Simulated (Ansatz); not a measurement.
# BrH2: the cost of one run

Computed with Ansatz 0.2.0, Gaussian basis. Level: the settings change from run to run.

4 further runs of the same task are left out: 4 that didn't finish.

### Step 1. The system

The geometry derives from fragments relaxed apart (PBE0/def2-TZVP) and kept rigid, so it is no stationary point. A hydrogen atom is moved between rigid fragments. No spin-orbit coupling is included. The filled d shell of Br may be among the frozen orbitals whatever the setting's name suggests; the logs give the count.

3 atoms, charge 0, spin multiplicity 2.

Atoms are counted from 1 here; the program's logs count them from 0.

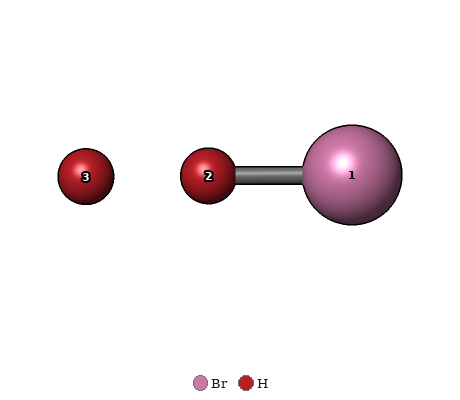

The structure; bromine pink, hydrogen red; atoms are numbered from 1 in the order of the file.

Coordinates:

```
Br    0.00000    0.00000   -1.43833
H     0.00000    0.00000    0.07367
H     0.00000    0.00000    1.36467
```

### Step 2. CISD/cc-pVTZ

in.yaml

```yaml
crystal:
  periodic: [false, false, false]
  atoms:
    - {symbol: Br, position_ang: [0.000000, 0.000000, -1.438333]}
    - {symbol: H, position_ang: [0.000000, 0.000000, 0.073667]}
    - {symbol: H, position_ang: [0.000000, 0.000000, 1.364667]}
basis:
  gaussian: {orbitals: cc-pVTZ}
magnetization: {spin_polarized: false, initial_magnetization: 1}
correlation: {active_space: {ras: {orbitals: [4, 1, 52], electrons: 9, max_holes: 2, max_particles: 2}, fixed_orbitals: true}}
scf: {lower_state_search: off}
output: {forces: true}
```

On the command line:

```console
$ ansatz run in.yaml --threads 1 --pin off --events-out ev --progress --plain --max-ram 2393MiB
```

**Question.** How long does this run take on 1 thread of Arm Neoverse V1, shared host, and how much memory does it need?

About 7.5 s, with a peak of 0.43 GiB.
